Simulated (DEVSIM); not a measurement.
Device: abrupt Si n-p junction, at 300 K.

```tsv
layer (left to right)	material	thickness (μm)	Nd (cm⁻³)	Na (cm⁻³)	τn (s)	τp (s)
1	Si	0.640	5e15	-	9.1e-6	9.1e-6
2	Si	8.60	-	9.1e18	9.1e-6	9.1e-6
```

Left contact: ohmic. Right contact: ohmic. Voltage is applied to the left contact. Recombination: SRH at mid-gap, Auger. Mobility is μmin + (μ − μmin)/(1 + (N/Nref)^α).

Constants are typed, rounded textbook-type inputs, not results; the design itself was drawn at random and stands for no fabricated device. Values at 300 K.

| parameter | Si |
|---|---|
| gap (eV) | 1.124 |
| affinity (eV) | 4.05 |
| permittivity | 11.7 |
| Nc (cm⁻³) | 2.86e19 |
| Nv (cm⁻³) | 3.1e19 |
| μn (cm²/Vs) | 1417 |
| μp (cm²/Vs) | 470 |
| μn,min | 52 |
| μp,min | 45 |
| Nref,n | 9.7e16 |
| Nref,p | 2.2e17 |
| αn | 0.68 |
| αp | 0.72 |
| Cn (cm⁶/s) | 2.8e-31 |
| Cp (cm⁶/s) | 9.9e-32 |

Model (solved in DEVSIM): 1D drift-diffusion, Boltzmann statistics, complete ionisation; no tunnelling, impact ionisation, image-force lowering or self-heating.

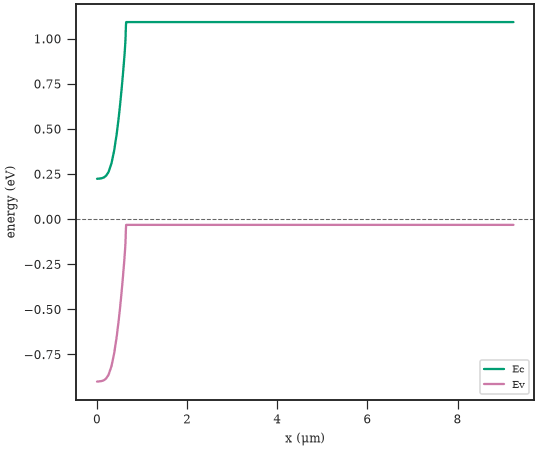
Band edges at zero bias

Energies count from the Fermi level of the right contact; mesh points crowd at the junctions.

| x (μm) | Ec (eV) | Ev (eV) | n (cm⁻³) | p (cm⁻³) | field (V/cm) |
|---|---|---|---|---|---|
| 0.000 | 0.224 | -0.900 | 5.0e15 | 23000 | 200 |
| 0.02338 | 0.224 | -0.900 | 4.9e15 | 24000 | 210 |
| 0.06774 | 0.225 | -0.899 | 4.7e15 | 25000 | 340 |
| 0.1520 | 0.231 | -0.893 | 3.7e15 | 31000 | 1300 |
| 0.3794 | 0.379 | -0.745 | 1.2e13 | 9500000 | 14000 |
| 0.5150 | 0.642 | -0.482 | 4.7e8 | 2.5e11 | 25000 |
| 0.5865 | 0.838 | -0.286 | 240000 | 4.9e14 | 30000 |
| 0.6326 | 1.002 | -0.122 | 430 | 2.7e17 | 58000 |
| 0.6521 | 1.092 | -0.032 | < 1e2 | 9.1e18 | 34 |
| 0.6911 | 1.092 | -0.032 | < 1e2 | 9.1e18 | ≈ 0 |
| 0.7658 | 1.092 | -0.032 | < 1e2 | 9.1e18 | ≈ 0 |
| 0.9973 | 1.092 | -0.032 | < 1e2 | 9.1e18 | ≈ 0 |
| 1.376 | 1.092 | -0.032 | < 1e2 | 9.1e18 | ≈ 0 |
| 2.132 | 1.092 | -0.032 | < 1e2 | 9.1e18 | ≈ 0 |
| 4.473 | 1.092 | -0.032 | < 1e2 | 9.1e18 | ≈ 0 |
| 6.814 | 1.092 | -0.032 | < 1e2 | 9.1e18 | ≈ 0 |
| 8.036 | 1.092 | -0.032 | < 1e2 | 9.1e18 | ≈ 0 |
| 8.648 | 1.092 | -0.032 | < 1e2 | 9.1e18 | ≈ 0 |
| 9.022 | 1.092 | -0.032 | < 1e2 | 9.1e18 | ≈ 0 |
| 9.143 | 1.092 | -0.032 | < 1e2 | 9.1e18 | ≈ 0 |
| 9.203 | 1.092 | -0.032 | < 1e2 | 9.1e18 | ≈ 0 |
| 9.240 | 1.092 | -0.032 | < 1e2 | 9.1e18 | ≈ 0 |
